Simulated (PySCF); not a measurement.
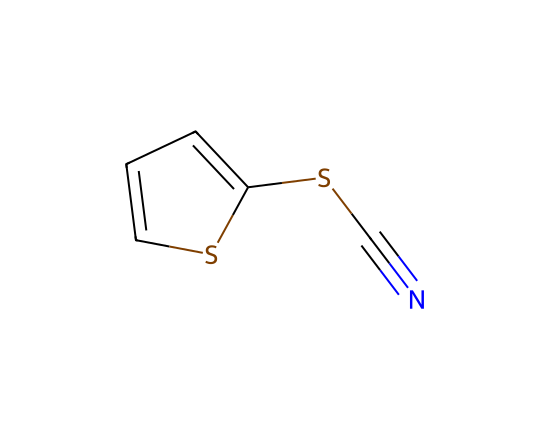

Skeletal drawing of a molecule.

> Write the SMILES.

N#CSc1cccs1

> What is the molecular formula?

C5H3NS2.

> An optimisation with GFN2-xTB gave a structure of which point group?

Cs. Other conformers may differ.

The parts below concern this one geometry. Atoms keep their numbers from picture to picture. The computed structure is the end point of a GFN2-xTB optimisation. No frequency run is at hand to confirm it as a minimum.

**Shape**

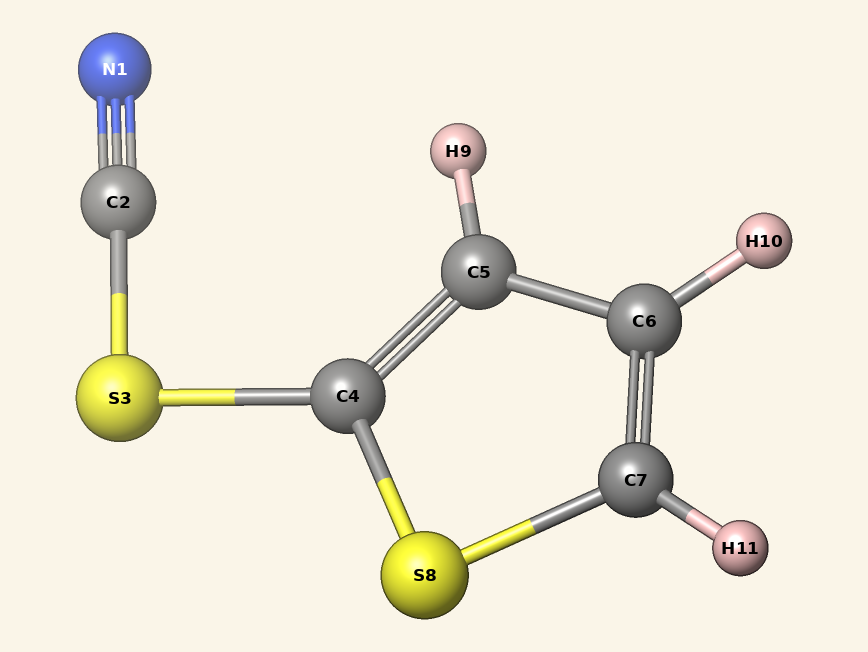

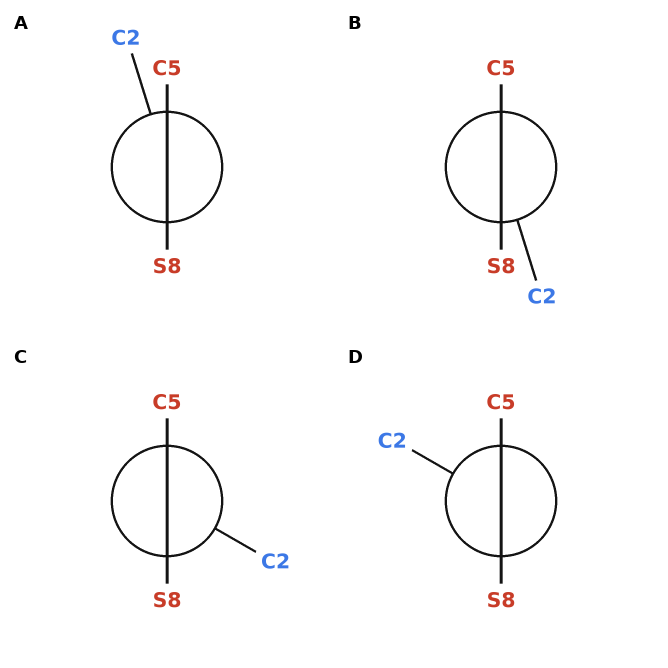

Distant atoms are faded towards the background colour. Bonds that would overlap in a projection are set slightly apart. No frequency run is at hand to confirm it as a minimum.

> Which Newman projection shows the view along C4–S3, with C4 in front?

A. The torsion angle S8–C4–S3–C2 is 180°, antiperiplanar (anti).

**NMR shielding**

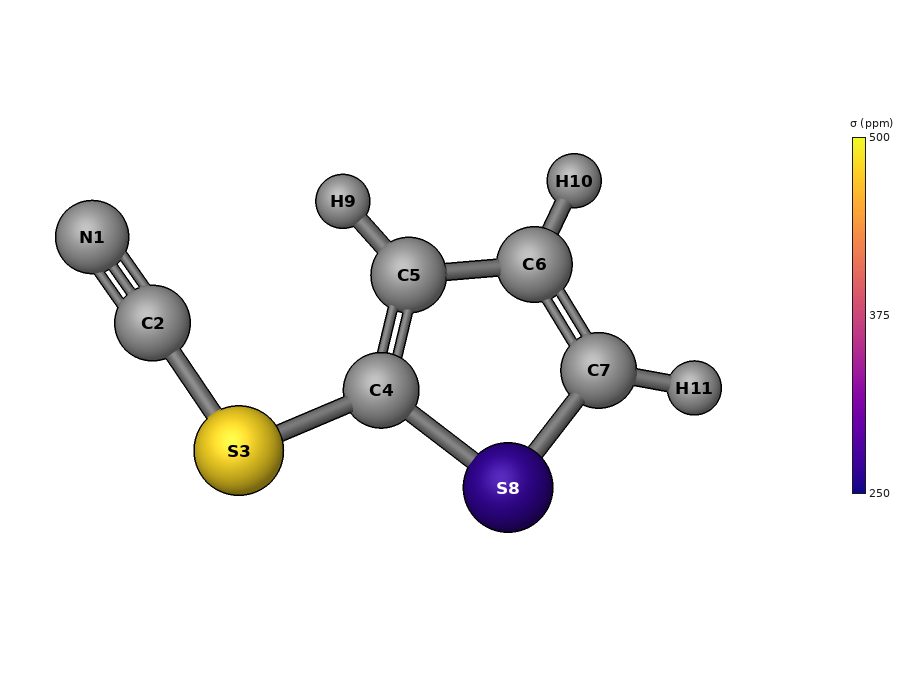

Atoms are coloured by their isotropic NMR shieldings (S only, the others grey). No frequency run is at hand to confirm it as a minimum. Method: GIAO PBE0/pcSseg-1 NMR shielding, non-relativistic, gas phase (PySCF 2.14.0).

List the isotropic NMR shieldings of the S atoms.

```json
{"atom": "S3", "σ (ppm)": "480.1"}
{"atom": "S8", "σ (ppm)": "267.3"}
```

**Ring current**

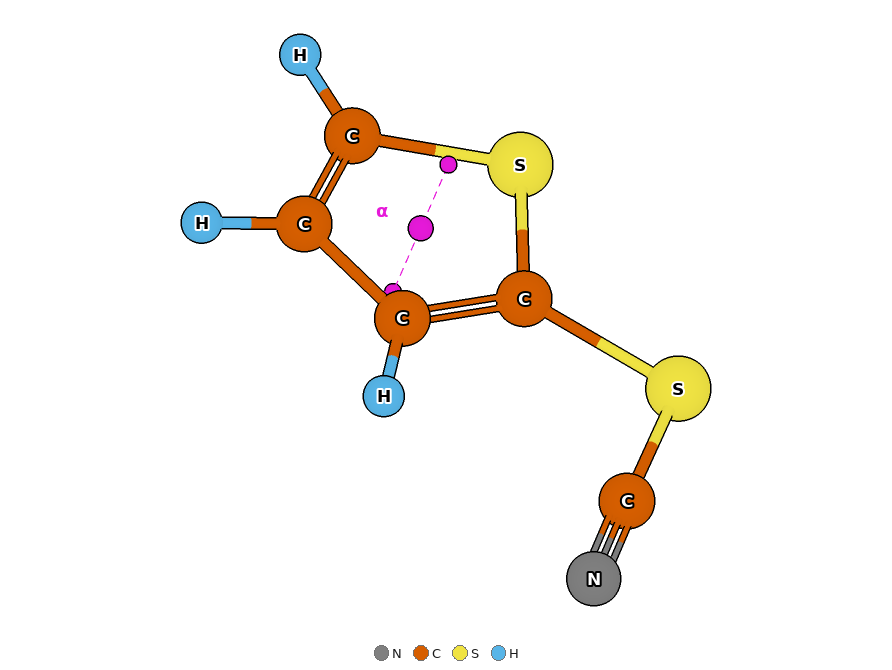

The small points mark where nucleus-independent chemical shifts (NICS) were computed: at the centre of each lettered ring and 1 Å above and below it. No frequency run is at hand to confirm it as a minimum. Method: GIAO PBE0/pcSseg-1 NMR shielding, non-relativistic, gas phase (PySCF 2.14.0).

Give NICS(0), NICS(1) and the out-of-plane component NICS(1)zz for each ring (means of the two sides).

```json
{"ring": "α", "members": "C4S", "NICS(0)": "−11.9", "NICS(1)": "−10.5", "NICS(1)zz": "−24.3"}
```

Values in ppm.

> What do the values say about the ring currents?

Ring α: diatropic, as in an aromatic ring. NICS is one index among several.

**Electronic properties**

No frequency run is at hand to confirm it as a minimum. Method: PBE0/pcSseg-1, gas phase (PySCF 2.14.0).

Computed properties:

- dipole moment: 3.52 D
- HOMO energy (Kohn–Sham orbital): −6.92 eV
- LUMO energy (Kohn–Sham orbital): −1.12 eV
- HOMO–LUMO gap: 5.80 eV
